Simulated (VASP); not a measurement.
Band structure of GaP (zinc blende). All values below come from revPBE GGA, VASP's PBE PAW potentials (set 64) (plane waves; VASP).

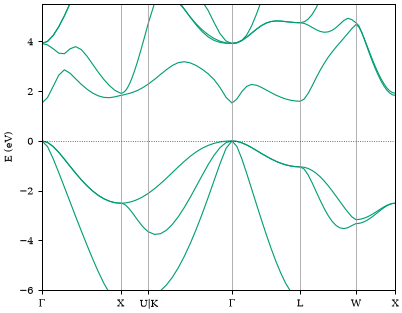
Fig. 1. Bands along high-symmetry lines, zero at the valence-band maximum or, without a gap, the Fermi level

Q: Read the plot: is there a gap, and where are the band edges?

A: The gap is direct, 1.52 eV, from the valence maximum at Γ to the conduction minimum at Γ. (Edges off the drawn lines would not show.)

Measured: gap 2.43 eV (computed value off by -0.91 eV), as given by Wei Chen et al., Physical Review Materials (2018), doi:10.1103/physrevmaterials.2.073803 [zero-point renormalisation of 0.08 eV added back (the table's ZPR column)].

The compound is GaP in the zinc blende structure. It was relaxed first, which changed the volume by +5 %.
